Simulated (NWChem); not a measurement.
# C6H3B (SMILES C#CB(C#C)C#C): levels of theory compared

Aim: a comparison of 3 runs (HF/STO-3G, HF/3-21G, B3LYP/6-31G*) of C6H3B. 

The results are computed with NWChem 7.3.0.

## 1. The structure to begin with

C6H3B has 10 atoms, charge 0, and is taken as a singlet. As SMILES, `C#CB(C#C)C#C`. Geometry: relaxed at PBE0-D4/def2-TZVP.

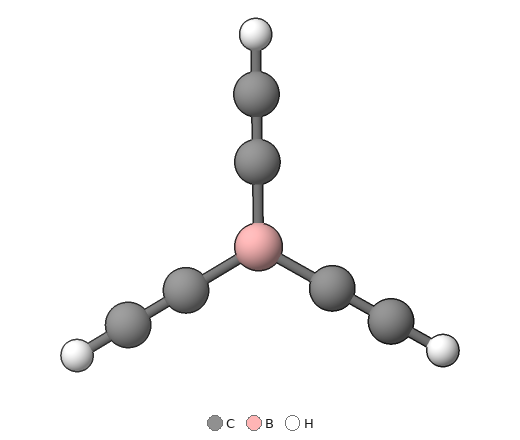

The structure, seen from a chosen angle (carbon grey, boron pink, hydrogen white).

## 2. Energy and forces at HF/STO-3G (run 1)

Contents of a.nw:

```
start a
memory stack 880 mb heap 220 mb global 1100 mb

geometry units angstroms noautosym nocenter noautoz
  C        0.128800      -2.602700       0.802200
  C        0.074900      -1.450500       0.446400
  B        0.007900      -0.005400       0.000100
  C       -1.278800       0.776700       0.156900
  C       -2.304500       1.400800       0.282000
  C        1.228000       0.657800      -0.602800
  C        2.200900       1.186700      -1.083300
  H        0.176200      -3.620000       1.116500
  H       -3.210100       1.951700       0.392500
  H        3.059900       1.653700      -1.507500
end

basis spherical bse
  C library STO-3G
  B library STO-3G
  H library STO-3G
end

scf
  nopen 0
  rhf
  thresh 1e-08
  maxiter 80
end

task scf gradient
```

The run is started by

```console
$ nwchem a.nw > a.out
```

The log of the run:

```text
[...]
  functions       =    38
[...]
  wavefunction    = RHF
[...]
         Total SCF energy =   -250.315522473848
      One-electron energy =   -703.923869939385
      Two-electron energy =    269.768387621020
 Nuclear repulsion energy =    183.839959844517
        Time for solution =      3.4s
[...]
                         RHF ENERGY GRADIENTS
    atom               coordinates                        gradient
                 x          y          z           x          y          z
   1 C       0.243397  -4.918390   1.515938    0.003491  -0.074219   0.022906
   2 C       0.141540  -2.741048   0.843574   -0.003637   0.077550  -0.023938
   3 B       0.014929  -0.010205   0.000189   -0.000017   0.000016  -0.000006
   4 C      -2.416582   1.467750   0.296498    0.069170  -0.042101  -0.008435
   5 C      -4.354874   2.647128   0.532903   -0.066234   0.040318   0.008076
   6 C       2.320584   1.243062  -1.139127   -0.065554  -0.035641   0.032377
   7 C       4.159098   2.242538  -2.047140    0.062741   0.034108  -0.030988
   8 H       0.332970  -6.840808   2.109879   -0.000095   0.001960  -0.000599
   9 H      -6.066209   3.688178   0.741717    0.001793  -0.001090  -0.000217
  10 H       5.782373   3.125040  -2.848762   -0.001659  -0.000901   0.000823
[...]
```

Run time: 4.8 s. Hardware: 1 thread of Intel Xeon Platinum 8259CL at 2.50GHz (Skylake/Cascade Lake), shared host; peak memory 0.099 GiB.

## 3. Energy and gradient at HF/3-21G (run 2)

Contents of calc.xyz:

```xyz
10
C6H3B
C      0.128800    -2.602700     0.802200
C      0.074900    -1.450500     0.446400
B      0.007900    -0.005400     0.000100
C     -1.278800     0.776700     0.156900
C     -2.304500     1.400800     0.282000
C      1.228000     0.657800    -0.602800
C      2.200900     1.186700    -1.083300
H      0.176200    -3.620000     1.116500
H     -3.210100     1.951700     0.392500
H      3.059900     1.653700    -1.507500
```

Contents of calc.nw:

```
start calc
title "C6H3B"
memory stack 880 mb heap 220 mb global 1100 mb
geometry units angstroms noautosym nocenter noautoz
  load format xyz calc.xyz
end
basis "ao basis" spherical bse
  * library 3-21G
end
scf
  thresh 1e-08
  maxiter 80
end
task scf gradient
```

The run is started by

```console
$ nwchem calc.nw > calc.out
```

The log of the run:

```text
[...]
  functions       =    69
[...]
  wavefunction    = RHF
[...]
         Total SCF energy =   -252.090076241043
      One-electron energy =   -702.785003898826
      Two-electron energy =    266.854967813266
 Nuclear repulsion energy =    183.839959844517
        Time for solution =      4.9s
[...]
                         RHF ENERGY GRADIENTS
    atom               coordinates                        gradient
                 x          y          z           x          y          z
   1 C       0.243397  -4.918390   1.515938    0.000664  -0.013670   0.004206
   2 C       0.141540  -2.741048   0.843574   -0.001421   0.030146  -0.009297
   3 B       0.014929  -0.010205   0.000189   -0.000015   0.000016  -0.000009
   4 C      -2.416582   1.467750   0.296498    0.026959  -0.016420  -0.003286
   5 C      -4.354874   2.647128   0.532903   -0.012309   0.007513   0.001499
   6 C       2.320584   1.243062  -1.139127   -0.025521  -0.013878   0.012605
   7 C       4.159098   2.242538  -2.047140    0.011607   0.006310  -0.005732
   8 H       0.332970  -6.840808   2.109879    0.000504  -0.010935   0.003385
   9 H      -6.066209   3.688178   0.741717   -0.009699   0.005898   0.001185
  10 H       5.782373   3.125040  -2.848762    0.009230   0.005019  -0.004555
[...]
```

Wall time 6.3 s (1 thread of Intel Xeon Platinum 8259CL at 2.50GHz (Skylake/Cascade Lake), shared host); peak memory 0.098 GiB.

## 4. Energy and forces at B3LYP/6-31G(d) (Cartesian functions) (run 3)

Contents of c6h3b.nw:

```
start c6h3b
memory total 2200 mb

geometry units bohr noautosym nocenter noautoz
  C      0.24339672    -4.91839018     1.51593830
  C      0.14154049    -2.74104774     0.84357374
  B      0.01492884    -0.01020452     0.00018897
  C     -2.41658177     1.46775028     0.29649803
  C     -4.35487385     2.64712836     0.53290277
  C      2.32058368     1.24306184    -1.13912691
  C      4.15909823     2.24253799    -2.04714031
  H      0.33296974    -6.84080857     2.10987922
  H     -6.06620983     3.68817848     0.74171750
  H      5.78237297     3.12504009    -2.84876213
end

basis
  * library 6-31G*
end

dft
  xc b3lyp
  mult 1
  grid fine
  convergence energy 1e-08
  iterations 100
  mulliken
  noprint "final vectors analysis"
end

task dft gradient
```

The run is started by

```console
$ nwchem c6h3b.nw > c6h3b.out
```

The log of the run:

```text
[...]
          Wavefunction type:  closed shell.
          No. of atoms     :    10
          No. of electrons :    44
[...]
          Charge           :     0
          Spin multiplicity:     1
[...]
          AO basis - number of functions:   111
[...]
              XC Information
              --------------
                         B3LYP Method XC Potential
                     Hartree-Fock (Exact) Exchange  0.200
                        Slater Exchange Functional  0.800 local
                    Becke 1988 Exchange Functional  0.720 non-local
              Lee-Yang-Parr Correlation Functional  0.810
                  VWN I RPA Correlation Functional  0.190 local
[...]
 d= 0,ls=0.0,diis     1   -255.0242539960 -4.39D+02  1.14D-02  8.31D-01     3.5
[...]
 d= 0,ls=0.0,diis    10   -255.1128956253 -3.51D-09  1.87D-07  2.72D-10    28.3
         Total DFT energy =     -255.112895625277
      One electron energy =     -705.963951337510
           Coulomb energy =      304.555609119487
    Exchange-Corr. energy =      -37.544500059736
 Nuclear repulsion energy =      183.839946652482
[...]
  wavefunction    = closed shell
[...]
```

Run time: 35 s. Hardware: 1 thread of Intel Xeon Platinum 8259CL at 2.50GHz (Skylake/Cascade Lake), shared host; peak memory 0.13 GiB.

## 5. All runs side by side

| run | level | Cartesian functions | iteration cap | energy (Eh) | dipole moment (D) | HOMO energy (eV) | LUMO energy (eV) | wall time |
| --- | --- | --- | --- | --- | --- | --- | --- | --- |
| 1 | HF/STO-3G | no | 80 | -250.315522 | 0.00 | -9.00 | 4.01 | 4.8 s |
| 2 | HF/3-21G | no | 80 | -252.090076 | 0.00 | -10.64 | 1.01 | 6.3 s |
| 3 | B3LYP/6-31G* (Cartesian functions) | yes | 100 | -255.112896 | 0.00 | – | – | 35 s |

## 6. What came out

```
                       quantity          value
            run 3: total energy  -255.11290 Eh
           run 3: dipole moment         0.00 D
run 3: largest force on an atom     0.836 eV/Å
```

In run 1 the basis is minimal, so the values are rough. All runs together took 46 s, the longest 35 s.
